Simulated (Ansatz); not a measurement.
# ZrSi+ (doublet): trial inputs and their diagnosis

3 inputs are run for ZrSi+ (doublet) as typed; the log has to tell whether the result can be used and what must change.

Program: Ansatz 0.2.0, Gaussian basis. Level of theory: the settings change from run to run. These are calculated values, not measurements.

18 further runs of the same task are left out: 7 for a known fault of the program, 3 that didn't finish, 8 set aside as unsound or not needed.

### Step 1. What is computed

The geometry is a PBE0/def2-TZVP stationary point (not a proven minimum) of the parent state, kept for this charge and spin. No spin-orbit coupling is included. Elements past krypton take def2 core potentials.

2 atoms, charge 1, spin multiplicity 2.

Atoms are counted from 1 here; the program's logs count them from 0.

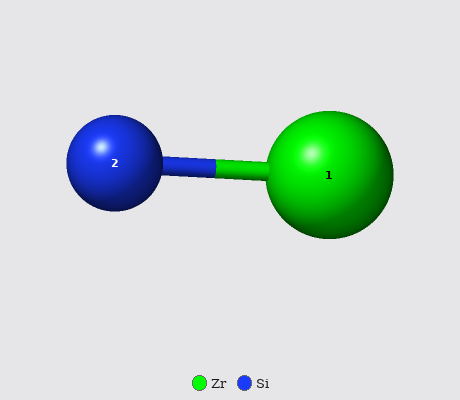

The geometry (zirconium green, silicon blue); atoms are numbered from 1 in the order of the file.

Geometry (Å):

```
atom   x (Å)   y (Å)   z (Å)
 Zr1  0.0000  0.0000  0.0000
 Si2  0.0000  0.0000  2.3089
```

### Step 2. Attempt 1

in.yaml

```yaml
crystal:
  periodic: [false, false, false]
  atoms:
    - {symbol: Zr, position_ang: [0.000000, 0.000000, 0.000000]}
    - {symbol: Si, position_ang: [0.000000, 0.000000, 2.308942]}
basis:
  gaussian: {orbitals: def2-SVP}
total_charge: 1
magnetization: {spin_polarized: true, initial_magnetization: 2}
correlation: {method: ccsd_t, electrons: all}
```

Command:

```
ansatz run in.yaml --threads 1 --pin off --events-out ev --progress --plain --max-ram 2393MiB
```

Standard output:

```text
Error: a molecule whose nuclei and cores have a total charge of 26 cannot have a net charge of 1 together with 2 unpaired electrons
```

Run time: 0.03 s. Hardware: 1 thread of Arm Neoverse V1, shared host.

Diagnosis: The run was refused. The number of unpaired electrons doesn't fit the electron count. Fix: make charge and initial_magnetization agree.

### Step 3. Attempt 2

in.yaml

```yaml
crystal:
  periodic: [false, false, false]
  atoms:
    - {symbol: Zr, position_ang: [0.000000, 0.000000, 0.000000]}
    - {symbol: Si, position_ang: [0.000000, 0.000000, 2.308942]}
basis:
  gaussian: {orbitals: def2-SVPD}
total_charge: 1
magnetization: {spin_polarized: false, initial_magnetization: 1}
correlation: {method: fic_mrcisd_q, electrons: outside_noble_gas, active_space: {window: {electrons: 3, orbitals: 3}, states: [{multiplicity: 2, weights: [1, 1]}], root: 2}}
```

Same command.

Standard output:

```text
Error: the active space averages no state 2, counted from zero
```

It took 0.03 s on 1 thread of Arm Neoverse V1, shared host.

What is wrong: The run was refused. The root asked for lies beyond the states averaged. Fix: average more states or name a lower root.

### Step 4. Attempt 3

in.yaml

```yaml
crystal:
  periodic: [false, false, false]
  atoms:
    - {symbol: Zr, position_ang: [0.000000, 0.000000, 0.000000]}
    - {symbol: Si, position_ang: [0.000000, 0.000000, 2.308942]}
basis:
  gaussian: {orbitals: def2-SVPD}
total_charge: 1
magnetization: {spin_polarized: false, initial_magnetization: 1}
correlation: {active_space: {ras: {orbitals: [3, 1, 45], electrons: 4, max_holes: 2, max_particles: 2}, fixed_orbitals: true}}
scf: {lower_state_search: full}
output: {forces: true}
```

The command is unchanged.

Standard output:

```text
Functional definition: HF
  name "HF"
  cite "Fock, Z. Phys. 61, 126 (1930) doi:10.1007/BF01340294"
  parent pbe
  exchange = exact_x
  correlation = 0
549 factors; integrals over basis functions are off by at most 6.4e-4 eV
mean field evaluation 1: about -9108.4558 eV, gradient 3.3e1 eV
mean field evaluation 2: about -9108.4883 eV, gradient 3.3e1 eV
mean field evaluation 4: about -9114.1174 eV, gradient 3.8e0 eV
mean field evaluation 8: about -9114.4216 eV, gradient 1.3e0 eV
mean field evaluation 16: about -9114.4964 eV, gradient 1.8e-5 eV
mean field evaluation 32: about -9114.8525 eV, gradient 1.6e-2 eV
mean field evaluation 64: about -9114.4964 eV, gradient 3.0e-6 eV
mean field evaluation 96: about -9114.8330 eV, gradient 1.6e0 eV
mean field evaluation 128: about -9112.0791 eV, gradient 5.1e0 eV
mean field evaluation 160: about -9114.6177 eV, gradient 1.2e0 eV
mean field evaluation 192: about -9111.7188 eV, gradient 1.9e1 eV
mean field evaluation 224: about -9113.7156 eV, gradient 1.9e0 eV
mean field evaluation 256: about -9113.7429 eV, gradient 2.3e-2 eV
mean field evaluation 288: about -9114.2014 eV, gradient 8.8e-4 eV
mean field evaluation 320: about -9114.4964 eV, gradient 1.2e-4 eV
mean field evaluation 352: about -9113.2145 eV, gradient 4.6e-3 eV
mean field evaluation 384: about -9114.8411 eV, gradient 7.7e-1 eV
mean field evaluation 416: about -9113.2145 eV, gradient 8.0e-5 eV
mean field evaluation 448: about -9114.1680 eV, gradient 6.1e-1 eV
mean field evaluation 480: about -9110.5911 eV, gradient 2.2e1 eV
mean field -9114.85253406 eV, -334.9646523578 hartree, gradient 2.0e-6 eV, S^2 0.750000; 22 other end points of the search recorded, 0 dependent functions left out
reference -9114.85253406 eV, -334.9646523578 hartree; 13, 12 occupied and 45, 46 virtual orbitals, 549 factors
Error: 4 electrons in 49 orbitals form no window around the highest filled level of the reference
```

Run time: 5.5 s. Hardware: 1 thread of Arm Neoverse V1, shared host.

**Diagnosis.** The run stopped with an error. The electron count of the restricted space is wrong. Fix: count the correlated electrons again.

### Step 5. How the runs ended

```
attempt                    level                ended                                                            cause    time
      1  CCSD(T) on UHF/def2-SVP              refused  the number of unpaired electrons doesn't fit the electron count  0.03 s
      2  MRCISD+Q(3,3)/def2-SVPD              refused               the root asked for lies beyond the states averaged  0.03 s
      3           CISD/def2-SVPD  stopped by an error              the electron count of the restricted space is wrong   5.5 s
```

2 refused, 1 stopped by an error.
